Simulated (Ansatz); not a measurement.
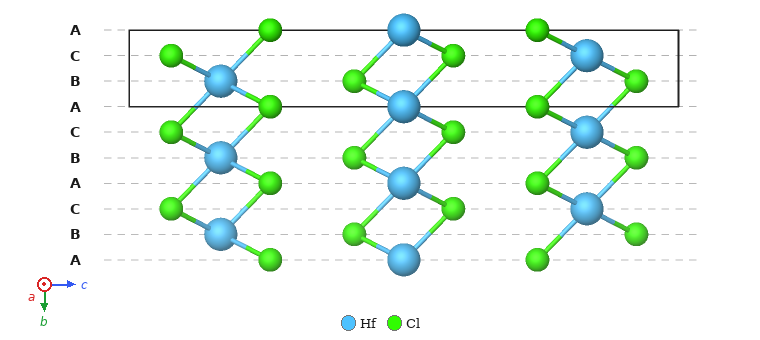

The picture looks along a close-packed row of the hexagonal mesh; c points to the right. The dashed lines mark the three columns A (0, 0), B (1/3, 2/3) and C (2/3, 1/3). The sequence starts with the first layer at or above the cell's origin.

System HfCl2; source of the atomic positions: the geometry relaxed with Ansatz, DFT PBE+D3(BJ), scalar-relativistic, plane waves, PAW; the starting structure was generated, so it need not be a known form of this composition.

### List the layers of one repeat.

Cl(C) – Hf(B) – Cl(A) – Cl(B) – Hf(A) – Cl(C) – Cl(A) – Hf(C) – Cl(B) (nine layers in 20.14 Å).

### How are the Cl layers alone stacked?

Cl layers alone: CABCAB, the cubic type.

### Which positions between or in the Cl layers do the other atoms fill?

Hf: three octahedral sites in each hexagonal cell. Three of the six gaps between Cl layers are empty, 3.08 Å wide.

### What short polytype symbol fits?

Polytype symbol 3R, the symbol of a layered MX2 polytype (number of slabs in the repeat and lattice).
